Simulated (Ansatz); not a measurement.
# Ti (Im-3m): check of PAW against all-electron LAPW

How well does PAW follow the all-electron answer for Ti (Im-3m)? A script is to give a check of PAW against all-electron LAPW; the system is Ti (Im-3m).

This is Ti in the bcc structure; at room conditions it is hcp.

Computed with the Python package of Ansatz 0.2.0. The levels of theory stand in the script.

**1. The structure**

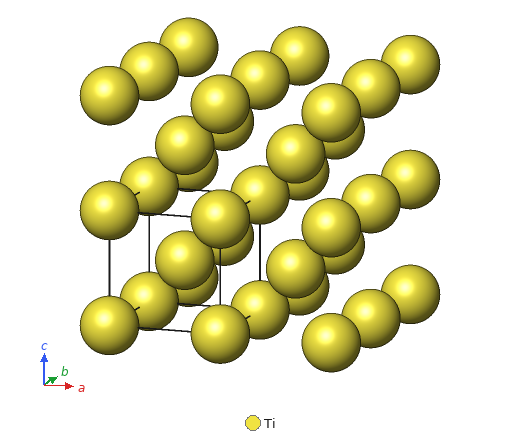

The structure that the script starts from, seen slightly off an axis (titanium yellow). 2×2×2 cells are drawn. The cell is the conventional one. Atoms on cell faces are repeated.

No structure file is read: the coordinates are typed or built in the script.

**2. The code**

ti_paw_lapw.py reads:

```python
"""PAW against all-electron LAPW for Ti."""

import ansatz as az
import numpy as np


def count_gap(report):
    # lowest empty less highest filled band, counting bands; zero where they overlap
    return max(report.get("gap_by_band_count_ev") or 0.0, 0.0)

lattice = az.Lattice.of(
    (-1.641, 1.641, 1.641),
    (1.641, -1.641, 1.641),
    (1.641, 1.641, -1.641),
)
sites = [
    ("Ti", (0.0, 0.0, 0.0)),
]
xtal = az.Crystal(lattice=lattice)
for symbol, position in sites:
    xtal = xtal.atom(symbol, position)

model = (
    xtal.calculation()
    .functional(az.Functional.PBESOL)
    .kpoints(mesh=(8, 8, 8), shift=0.5)
    .occupations(az.OccupationsMethod.COLD)
    .mixing("broyden", beta=0.3)
    .scf(extra_bands=8)
    .stress()
    .forces()
    .band_table()
)
variants = {
    "PAW": model.pseudopotentials("paw"),
    "LAPW": model.pseudopotentials("all_electron", lapw=True),
}
# totals differ by the cores that each treatment holds, so compare what does not depend on them
rows = []
for label, variant in variants.items():
    summary = variant.run(threads=1).report
    levels = np.array(summary["eigenvalues_ev"][0]) - summary["fermi_energy_ev"]
    print(label, "levels at the first k-point near E_F:", np.round(levels[np.abs(levels) < 5], 3))
    rows.append((label, summary["n_electrons"], np.trace(summary["stress_gpa"]) / 3, count_gap(summary)))
print("     treatment  electrons in bands           P GPa  gap by band count eV")
for row in rows:
    print(f"{str(row[0]):>14s}  {row[1]:18.1f}  {row[2]:14.3f}  {row[3]:20.3f}")
```

**3. The calls as engine input**

The package turns the script's settings into the engine's input (first run):

```yaml
crystal:
  lattice:
    - [-1.641, 1.641, 1.641]
    - [1.641, -1.641, 1.641]
    - [1.641, 1.641, -1.641]
  atoms:
    - { symbol: Ti, position: [0.0, 0.0, 0.0] }
kpoints:
  mp_grid:
    grid: [8, 8, 8]
    shift: [0.5, 0.5, 0.5]
hamiltonian:
  xc: pbesol
  pseudopotentials:
    kind: paw
scf:
  n_extra_bands: 8
  mixing:
    algorithm: broyden
    beta: 0.3
  occupations:
    method: cold
output:
  forces: true
  stress: true
  eigenvalues: true
```

**4. Launch**

Launch:

```sh
$ python ti_paw_lapw.py
```

Output:

```text
DeckWarning: basis.ecutwfc = 420 eV, auto-derived from the records' recommended cutoffs: set by Ti (normal level)
PAW levels at the first k-point near E_F: [0.689 0.689 1.648 2.621 2.621]
LAPW levels at the first k-point near E_F: [0.689 0.689 1.648 2.621 2.621]
     treatment  electrons in bands           P GPa  gap by band count eV
           PAW                12.0          -6.959                 0.000
          LAPW                12.0          -6.965                 0.000
```

(Warnings from the package without file and line.)

Wall time 4.6 s (1 thread of Intel Xeon Platinum 8259CL at 2.50GHz (Skylake/Cascade Lake), shared host); peak memory 0.4 GiB.

**5. What changed from run to run**

The engine's inputs for the other runs:

Run 2, against run 1:

```diff
@@ -15 +15,2 @@
-    kind: paw
+    kind: all_electron
+    lapw: {}
```

Lines on the test bed's own set-up are left out of the output.

**6. The engine's runs**

One row for each of the 2 runs:

| run | potentials | energy (eV/atom) | pressure (GPa) | SCF cycles | CPU time (s) |
| --- | --- | --- | --- | --- | --- |
| 1 | paw | -2473.7645 | -6.96 | 6 | 0.68 |
| 2 | all_electron | -23207.4403 | -6.97 | 7 | 2.9 |

Energies are free energies F = E - TS of the smeared occupations. Totals hang on method, basis and potentials, so only like runs compare.

**7. Results**

| quantity | value |
| --- | --- |
| runs compared | 2 |
| difference in pressure | 0.01 GPa |

PAW gives -6.959 GPa and LAPW -6.965 GPa, 0.007 GPa apart. They took 0.7 and 2.9 s of processor time. Caveats:
- The mesh is modest for a metal, so energies can be off by several to tens of meV an atom and pressures by half a GPa or more; differences at equal mesh fare better.
- At these settings the cell as given stands under about -7 GPa, so it isn't at this functional's equilibrium volume.
- This isn't the structure that Ti takes at ambient conditions.
- Pressure is positive in compression; the treatments may keep other shells as core, so totals and counts of electrons can differ.
